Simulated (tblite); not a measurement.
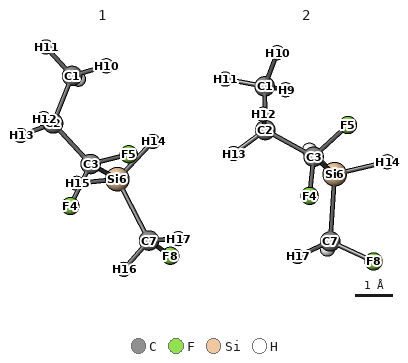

Two geometries of C$_{4}$H$_{9}$F$_{3}$Si, drawn at one scale. One is the start of a relaxation, the other its converged end. Style: ball-and-stick. Shown from a free direction.

All numbers below come from GFN2-xTB geometry optimisation, gas phase in tblite 0.8.0. 

**Which of the two is the end point?**

Structure 1 is the relaxed one. After 227 geometry steps the energy has fallen by 18.1 kcal/mol. H17 moves most after the best rigid fit: 2.44 Å. Largest moves by element: H 2.44 Å, F 1.34 Å, C 0.70 Å, Si 0.46 Å. Some distances before and after: C3–Si6 1.847 → 1.942 Å, C1–H10 1.135 → 1.087 Å, Si6–C7 1.875 → 1.913 Å, C1–H11 1.121 → 1.087 Å. Bond angles that change, for instance: C3–Si6–C7 112.5° → 103.7°, C3–Si6–H15 115.2° → 107.8°, C3–C2–H13 114.4° → 107.5°. Groups turn about Si6–C7 by about 90°, C3–Si6 by about 60°, C1–C2 by about 35°. Cost: 2.5 s on 1 thread of Arm Neoverse N1, on a shared host.
